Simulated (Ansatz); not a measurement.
# F₂H (SMILES F[H-]F) (charge −1): what the fields show

```yaml
atoms:
  - { symbol: F, position_ang: [-0.9732, 0.3444, -0.4910] }
  - { symbol: H, position_ang: [0.0000, 0.0000, 0.0000] }
  - { symbol: F, position_ang: [0.9732, -0.3444, 0.4910] }
```

Geometry: PBE0-D4/def2-TZVPD.

All numbers below come from RKS PBE0-D4/def2-TZVPPD in Ansatz 0.2.0.

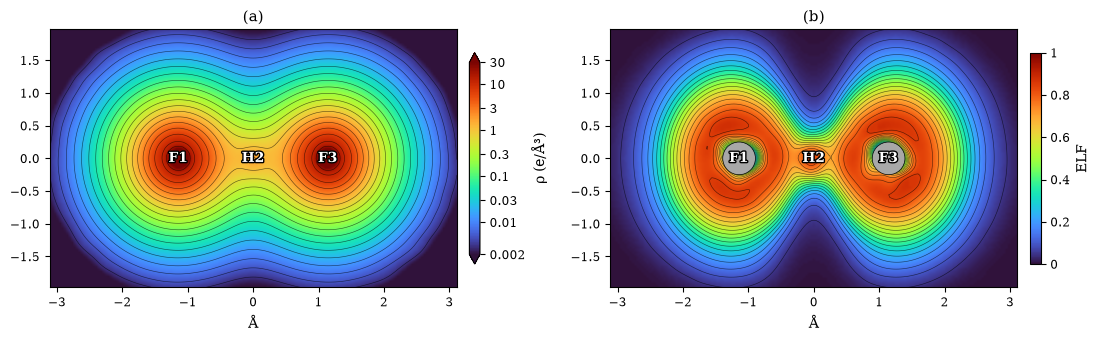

Figure 1. (a) total electron density; (b) electron localisation function on a plane that holds the molecular axis. Grey discs cover the atomic cores in the ELF map.

Interpret the plot.

- The plane passes through F and H nuclei.
- F1···H2 (1.14 Å): the density falls to about 1.2 e/Å³ on the way; the ELF peaks at about 0.85 between the atoms.
- The ELF also peaks beside F1 and F3, away from the bonds: lone-pair regions.

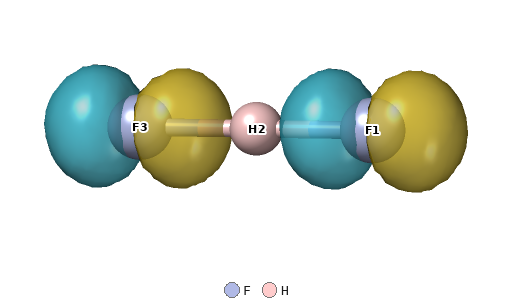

Figure 2. The HOMO at ±0.3 Å⁻³ᐟ² (yellow and cyan are the two phases), seen from one side.

Describe this orbital and give its energy.

It lies mainly on F1 (about 50 %) and F3 (about 50 %); it is of σ type; it is ungerade (odd under inversion); largely a combination of lone pairs on F1 and F3. Its energy is −2.94 eV.
